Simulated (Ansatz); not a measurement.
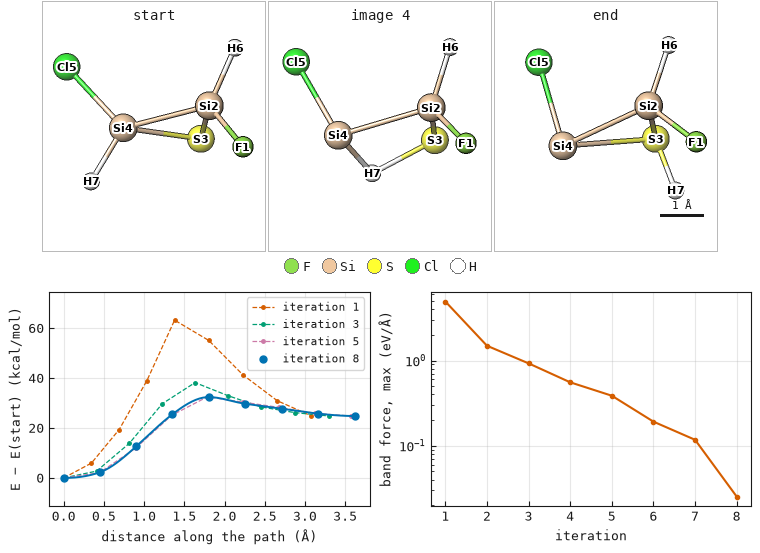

NEB run on Si2H2SClF. Images are numbered from 0 (start) to 8 (end). The plot follows the band through its iterations. A ball-and-stick model, seen at a tilt.

The calculation used RKS PBE-D4/def2-SVP (Ansatz 0.2.0). Run with 7 movable images; climbing image; force threshold 0.05 eV/Å; iteration limit 60; starting path through a guess of the saddle point.

### Judge this run.

The result is final at these settings. The band converged in 8 iterations. The largest component of the band force went from 4.9 to 0.025 eV/Å. The climbing image converged on the top of the path. Its vibrational analysis gives one imaginary mode (674i cm⁻¹), as a transition state must have. The first iteration put the highest image at 63.2 kcal/mol. The energy climbs by 32.4 kcal/mol to image 4 and then falls by 7.6 kcal/mol, so the end point sits at +24.8 kcal/mol.
